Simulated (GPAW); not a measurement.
Two runs for the Cu K edge of atom 5 in CuSe2 (Pnnm). Run A: GPAW, LDA, excited-electron core hole (neutral cell), 12-atom cell with 6.3 Å between holes, 3×3×3 k points, dipole transitions, Gaussian full width 1.55 eV up to 4 eV, rising linearly to 3.5 eV at 25 eV. Run B has a fault in its input.

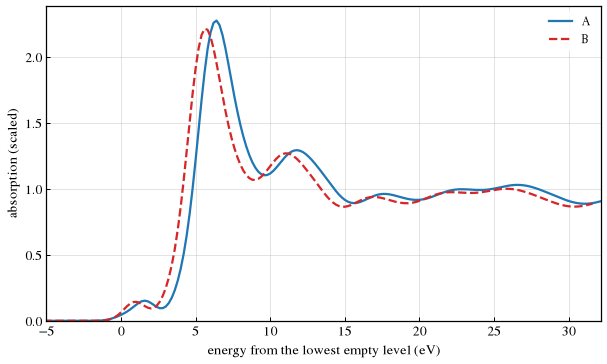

Energy from the lowest empty level; intensity scaled to a mean of 1 over the first 20 eV.

Q: What went wrong in run B?

The field is made at the zone centre alone. Against the first run the r.m.s. difference is 18 %. A shift of -0.6 eV leaves 4 %. The highest intensity below 24 eV goes from 6.4 eV (2.28) to 5.6 eV (2.21). Other settings could leave a like mark; this is the one that was changed.

[Hosts, paths, dates, database ids (printed as entryN), source tags and the programs' standing remarks are cut or masked in the printed files.]

[Lists of maxima count a maximum above −3 eV only where it reaches 4 % of the highest in the window and stands out from its surroundings by 2 % of it (1.5 % where it reaches 55 %); shoulders and weaker maxima are passed over, and of the rest the first, up to two pre-edge ones and the few strongest are named.]
